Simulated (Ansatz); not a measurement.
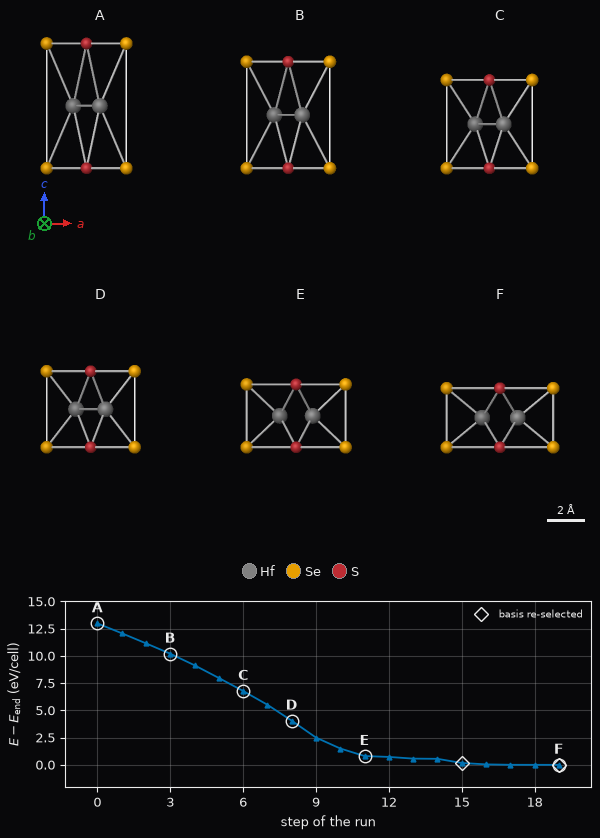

Frames of a relaxation of a crystal of Hf$_{2}$SeS$_{3}$ (a generated structure, set up in P6/mmm) (coarse preliminary run), marked on the history of the run. A ball-and-stick model of the cell of the calculation, seen along the b axis.

All numbers below come from DFT PBE, scalar-relativistic, plane waves, PAW (Ansatz 0.2.0).

The input:
```yaml
crystal:
  lattice:
    - [5.08667239, 0.0, 0.0]
    - [-2.5433362, 4.40518751, 0.0]
    - [0.0, 0.0, 6.90219884]
  atoms:
    - { symbol: Hf, position: [0.33333333, 0.66666667, 0.5] }
    - { symbol: Hf, position: [0.66666667, 0.33333333, 0.5] }
    - { symbol: Se, position: [0.0, 0.0, 0.0] }
    - { symbol: S, position: [0.5, 0.0, 0.0] }
    - { symbol: S, position: [0.0, 0.5, 0.0] }
    - { symbol: S, position: [0.5, 0.5, 0.0] }
basis:
  ecutwfc: 420
kpoints:
  mp_grid: { grid: [6, 6, 4] }
hamiltonian:
  xc: pbe
scf:
  occupations: { method: gaussian, width: 0.1 }
  lower_state_search: "off"
output:
  forces: true
  stress: true
  eigenvalues: true
relax:
  adjacent_minimum: "off"
  f_tol: 0.04
  max_steps: 70
  cell: { stress_tol: 0.4 }
```

Launched with:
```bash
ansatz run input.yaml --threads 1 --pin off --max-ram 2560MiB --backend cpu --events-out ev --progress --plain --runs-dir out
```

### Describe the path.

After 17 accepted moves (19 points after the start) the energy has fallen by 12.990 eV per cell of the calculation. All forces vanish by symmetry, so only the cell relaxes. The pressure goes from 1.43 to −0.02 GPa. The SCF was repeated twice at an unchanged geometry on a basis and grid sized afresh for the cell, which shifted the energy by 0.383 eV per cell of the calculation at most. The atoms keep their places relative to the cell (all moves are under 0.005 Å). The volume changes by −15.3 %, with a = b 5.087 → 6.803 Å (+33.7 %), c 6.902 → 3.267 Å (−52.7 %). Among the contacts that change: Hf1–Hf1 6.902 → 3.267 Å, Se3–Se3 6.902 → 3.267 Å, Hf1–S4 3.751 → 2.555 Å, Hf1–Hf2 2.937 → 3.928 Å. Bonds break: Hf1–Hf2 (2.94 → 3.93 Å). The space group stays P6/mmm (No. 191). From step 0 to 3: volume −6.8 %, energy −2.786 eV per cell of the calculation. From step 3 to 6: volume −12.5 %, energy −3.421 eV per cell of the calculation. From step 6 to 8: volume −8.9 %, energy −2.731 eV per cell of the calculation. From step 8 to 11: volume +4.5 %, energy −3.247 eV per cell of the calculation. From step 11 to 19: volume +9.0 %, energy −0.805 eV per cell of the calculation.

```csv
step,"E − E(0), meV/atom","pressure, GPa","volume, Å³/atom",note
0,0.00,1.43,25.777,
1,-150.14,-0.43,25.418,
2,-305.33,-2.10,24.835,
3,-464.35,-2.99,24.013,
4,-641.05,-3.24,23.084,
5,-835.74,-3.21,22.084,
6,-1034.50,-2.34,21.022,
7,-1245.48,0.28,19.958,
8,-1489.64,4.19,19.158,
9,-1747.74,7.18,18.930,
10,-1915.04,5.88,19.390,
11,-2030.87,3.32,20.021,
12,-2044.01,6.01,19.900,
13,-2069.85,-2.44,21.089,
14,-2072.99,-0.03,20.684,
15,-2136.76,3.56,20.684,"same geometry, new basis"
16,-2157.85,1.27,21.318,
17,-2164.40,-0.57,21.993,
18,-2164.85,-0.03,21.826,
19,-2165.03,-0.02,21.826,"same geometry, new basis"
```
